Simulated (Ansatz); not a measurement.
## Two runs on SiH₂

System: SiH₂, SMILES [SiH2].
Method of run A: RKS wB97M-V/def2-SVP (Ansatz 0.2.0).

The geometry comes from this level: PBE0-D4/def2-TZVP. Text and figures count atoms from 1; the logs count them from 0 in places.

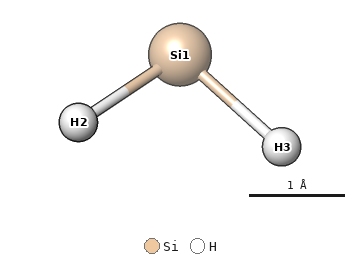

Fig. 1: The structure (ball-and-stick view, seen at an oblique angle; atoms are numbered from 1 in the order of the input).

### Input, run A
```yaml
crystal:
  periodic: [false, false, false]
  atoms:
    - {symbol: Si, position_ang: [-0.491202, 0.468571, -0.213612]}
    - {symbol: H, position_ang: [0.840317, 0.578644, 0.522462]}
    - {symbol: H, position_ang: [-0.349116, -1.047214, -0.308851]}
basis:
  gaussian: {orbitals: def2-SVP}
hamiltonian: {xc: {name: wB97M-V}}
output: {orbitals: {seedname: orbitals}}
```

Hardware: 2 CPU threads, shared host.

### Output (run A)
```
Functional definition: wB97M-V
  parameter omega = 0.3/bohr
  parameter cx = 0.15
  parameter cx01 = 1.007
  parameter cx10 = 0.259
  parameter css00 = 0.443
  parameter css04 = -1.437
  parameter css10 = -4.535
  parameter css20 = -3.390
  parameter css43 = 4.278
  parameter cos00 = 1.000
  parameter cos10 = 1.358
  parameter cos20 = 2.924
  parameter cos21 = -8.812
  parameter cos60 = -1.390
  parameter cos61 = 9.142
  parameter b = 6.0
  parameter c = 0.01
  gx(w, u) = 1 - cx + cx01*u + cx10*w
  gss(w, u) = css00 + css04*u^4 + css10*w + css20*w^2 + css43*w^4*u^3
  gos(w, u) = cos00 + cos10*w + (cos20 + cos21*u)*w^2 + (cos60 + cos61*u)*w^6
  exchange = spin_sum(e_x_unif_sr(omega)*gx(b97_w, b97_u_x)) + cx*exact_x_sr(omega) + exact_x_lr(omega)
  correlation = spin_sum(e_c_pw_mod_same_spin*gss(b97_w, b97_u_same))
      + integral(e_c_pw_mod_opposite_spin*gos(b97_w_opposite, b97_u_opposite)) + vv10(b, c)
272 factors; integrals over basis functions are off by at most 7.1e-4 eV
112 factors; integrals over basis functions are off by at most 1.1e-5 eV
mean field evaluation 1: about -7904.3713 eV, gradient 5.9e0 eV
mean field evaluation 2: about -7904.5129 eV, gradient 1.3e0 eV
mean field evaluation 4: about -7904.5216 eV, gradient 6.6e-2 eV
mean field evaluation 8: about -7904.5234 eV, gradient 1.7e-3 eV
mean field -7904.52335028 eV, -290.4858752445 hartree, gradient 4.5e-5 eV, S^2 0.000000; 0 other end points of the search recorded, 0 dependent functions left out
reference -7904.52337896 eV, -290.4858762984 hartree; 8, 8 occupied and 20, 20 virtual orbitals, 272 factors
Total energy: -7904.52337896 eV, -290.4858762984 hartree
```

For run B the input was changed thus:
```diff
-  gaussian: {orbitals: def2-SVP}
+  gaussian: {orbitals: "def2-QZVPP.json"}
```

How does run B compare with run A?

The total energy of run B is 70.3 kcal/mol lower, which measures the change of basis and not a stability. The HOMO goes from −8.86 to −8.98 eV. The LUMO goes from −0.93 to −1.14 eV. The basis functions go from 28 to 130.

### Output (run B)
```
Functional definition: wB97M-V
  parameter omega = 0.3/bohr
  parameter cx = 0.15
  parameter cx01 = 1.007
  parameter cx10 = 0.259
  parameter css00 = 0.443
  parameter css04 = -1.437
  parameter css10 = -4.535
  parameter css20 = -3.390
  parameter css43 = 4.278
  parameter cos00 = 1.000
  parameter cos10 = 1.358
  parameter cos20 = 2.924
  parameter cos21 = -8.812
  parameter cos60 = -1.390
  parameter cos61 = 9.142
  parameter b = 6.0
  parameter c = 0.01
  gx(w, u) = 1 - cx + cx01*u + cx10*w
  gss(w, u) = css00 + css04*u^4 + css10*w + css20*w^2 + css43*w^4*u^3
  gos(w, u) = cos00 + cos10*w + (cos20 + cos21*u)*w^2 + (cos60 + cos61*u)*w^6
  exchange = spin_sum(e_x_unif_sr(omega)*gx(b97_w, b97_u_x)) + cx*exact_x_sr(omega) + exact_x_lr(omega)
  correlation = spin_sum(e_c_pw_mod_same_spin*gss(b97_w, b97_u_same))
      + integral(e_c_pw_mod_opposite_spin*gos(b97_w_opposite, b97_u_opposite)) + vv10(b, c)
485 factors; their error is unknown
118 factors; integrals over basis functions are off by at most 3.9e-5 eV
mean field evaluation 1: about -7907.3214 eV, gradient 8.1e0 eV
mean field evaluation 2: about -7907.5505 eV, gradient 1.8e0 eV
mean field evaluation 4: about -7907.5660 eV, gradient 1.7e-1 eV
mean field evaluation 8: about -7907.5710 eV, gradient 1.2e-2 eV
mean field -7907.57101788 eV, -290.5978749628 hartree, gradient 7.1e-5 eV, S^2 0.000000; 0 other end points of the search recorded, 0 dependent functions left out
reference -7907.57106153 eV, -290.5978765672 hartree; 8, 8 occupied and 122, 122 virtual orbitals, 485 factors
Total energy: -7907.57106153 eV, -290.5978765672 hartree
```

### The two runs side by side

| quantity | run A | run B |
| --- | --- | --- |
| outcome | converged | converged |
| total energy (hartree) | −290.485876 | −290.597877 |
| HOMO (eV) | −8.86 | −8.98 |
| LUMO (eV) | −0.93 | −1.14 |
| basis functions | 28 | 130 |
